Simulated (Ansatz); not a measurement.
# SiHBr (SMILES [SiH]Br) at CAM-B3LYP/STO-3G

Aim: the energy change on altering one bond length of SiHBr at CAM-B3LYP/STO-3G, from 2 runs. 

The calculation is run with Ansatz 0.2.0.

57 further runs of the same task are left out: 11 that didn't finish, 46 set aside as unsound or not needed.

### Step 1. The system as given

The species is SiHBr (3 atoms), meant as a singlet with charge 0. SMILES: `[SiH]Br`. The shape is that of a PBE0-D4/def2-TZVP optimisation.

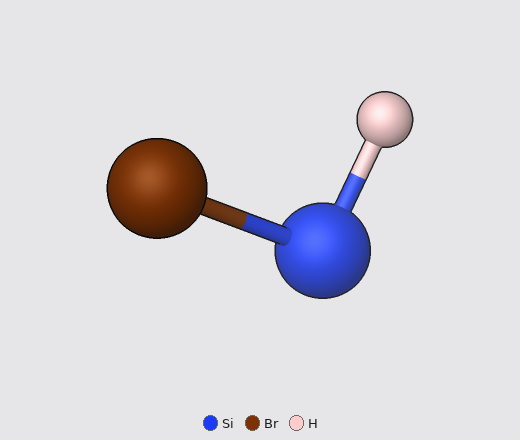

The structure, seen from a chosen angle (silicon blue, bromine brown, hydrogen pink).

### Step 2. The energy at CAM-B3LYP/STO-3G

Input file molecule.yaml:

```yaml
crystal:
  periodic: [false, false, false]
  atoms:
    - {symbol: Si, position_ang: [-0.624700, 0.521900, -0.296100]}
    - {symbol: Br, position_ang: [1.340900, 0.401500, 0.781400]}
    - {symbol: H, position_ang: [-0.727100, -0.988300, -0.498600]}
basis:
  gaussian: {orbitals: STO-3G}
hamiltonian: {xc: {name: CAM-B3LYP}}
accuracy: high
```

Started as:

```sh
$ ansatz run molecule.yaml --threads 1 --pin off --max-ram 2610MiB --events-out events.jsonl --progress --plain --runs-dir runs
```

Standard output:

```text
Warning: RAYON_NUM_THREADS=1 ignored (pool sized by the plan → 1); use --threads N
Functional definition: CAM-B3LYP
  name "CAM-B3LYP"
  parameter alpha = 0.19
  parameter beta = 0.46
  parameter omega = 0.33/bohr
  parameter ac = 0.81
  exchange = (1 - alpha - beta)*b88_x + beta*b88_x_sr(omega) + alpha*exact_x + beta*exact_x_lr(omega)
  correlation = (1 - ac)*vwn5_c + ac*lyp_c
394 factors; integrals over basis functions are off by at most 5.6e-8 eV
130 factors; integrals over basis functions are off by at most 1.5e-9 eV
mean field evaluation 1: about -77081.9072 eV, gradient 1.5e1 eV
mean field evaluation 2: about -77082.5721 eV, gradient 1.1e1 eV
mean field evaluation 4: about -77083.1572 eV, gradient 4.9e-2 eV
mean field evaluation 8: about -77083.1497 eV, gradient 3.8e-4 eV
mean field evaluation 16: about -77083.1497 eV, gradient 2.7e-8 eV
mean field -77083.14968448 eV, -2832.7535020693 hartree, gradient 2.7e-8 eV, S^2 0.000000; 0 other end points of the search recorded, 0 dependent functions left out
reference -77083.14969649 eV, -2832.7535025104 hartree; 25, 25 occupied and 3, 3 virtual orbitals, 394 factors
Total energy: -77083.14969649 eV, -2832.7535025104 hartree
```

Wall time 1.3 s (1 thread of Arm Neoverse V1, shared host); peak memory 0.097 GiB.

### Step 3. The distorted shape

Input file in.yaml:

```yaml
crystal:
  periodic: [false, false, false]
  atoms:
    - {symbol: Si, position_ang: [-1.116110, 0.552001, -0.565481]}
    - {symbol: Br, position_ang: [1.340900, 0.401500, 0.781400]}
    - {symbol: H, position_ang: [-1.218510, -0.958199, -0.767981]}
basis:
  gaussian:
    orbitals: STO-3G
hamiltonian:
  xc: {name: CAM-B3LYP}
accuracy: high
```

Started as:

```sh
$ ansatz run in.yaml --threads 1 --pin off --max-ram 2610MiB --events-out events.jsonl --progress --plain --runs-dir runs
```

Standard output (excerpt; [...] marks lines left out):

```text
Warning: RAYON_NUM_THREADS=1 ignored (pool sized by the plan → 1); use --threads N
[... 8 set-up lines as earlier in the session ...]
372 factors; integrals over basis functions are off by at most 1.2e-8 eV
130 factors; integrals over basis functions are off by at most 1.7e-9 eV
mean field evaluation 1: about -77078.6564 eV, gradient 1.7e1 eV
mean field evaluation 2: about -77054.0803 eV, gradient 7.4e1 eV
mean field evaluation 4: about -77081.3915 eV, gradient 6.5e-1 eV
mean field evaluation 8: about -77081.3828 eV, gradient 1.3e-2 eV
mean field evaluation 16: about -77081.3828 eV, gradient 4.1e-7 eV
mean field -77081.38282455 eV, -2832.6885711644 hartree, gradient 2.5e-8 eV, S^2 0.000000; 0 other end points of the search recorded, 0 dependent functions left out
reference -77081.38283721 eV, -2832.6885716296 hartree; 25, 25 occupied and 3, 3 virtual orbitals, 372 factors
Total energy: -77081.38283721 eV, -2832.6885716296 hartree
```

It took 1.4 s on 1 thread of Arm Neoverse V1, shared host; peak memory 0.096 GiB.

### Step 4. Outcome

At CAM-B3LYP/STO-3G:

```
                                                           quantity           value
                                          first shape: total energy  -2832.75350 Eh
                                      distorted shape: total energy  -2832.68857 Eh
energy change with the Si1–Br2 bond stretched from 2.245 to 2.806 Å        1.767 eV
```

**Reading.** With the Si1–Br2 bond stretched from 2.245 to 2.806 Å the energy rises by 1.77 eV (41 kcal/mol). The first shape isn't relaxed at this level, so the change isn't measured from a minimum. The minimal basis adds a large error of its own.
